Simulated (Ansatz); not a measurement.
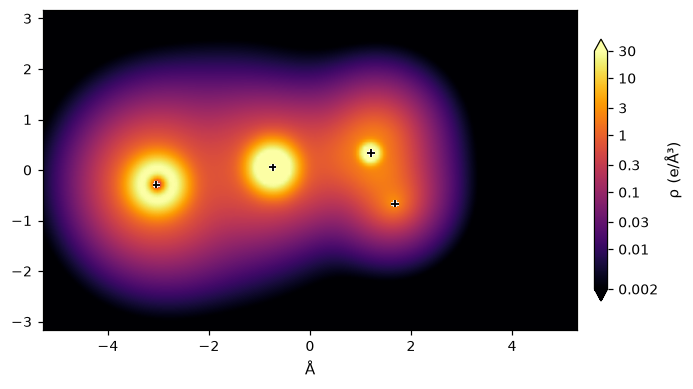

The electron density on a plane through atoms (crosses mark nuclei in the plane).

These are results of isolated molecule in a Gaussian basis; Kohn-Sham density functional theory, functional PBE0 (Ansatz 0.2.0), not measurements.

Candidates:
A. CH$_{2}$GaO (SMILES O[CH][Ga]) (doublet)
B. CH$_{3}$GeTe (SMILES [CH3][Ge]#[Te+]) (charge +1)
C. FH$_{6}$OSi$_{2}$ (SMILES F[SiH2][OH+][SiH3]) (charge +1)

Which candidate gave the map?

Candidate B: CH$_{3}$GeTe on the plane of atoms Ge2, C1 and H6, which holds C, Ge, Te and H. C–Ge (1.96 Å): ρ is about 0.85 e/Å³ halfway. Ge–Te (2.32 Å): ρ is about 0.68 e/Å³ halfway.
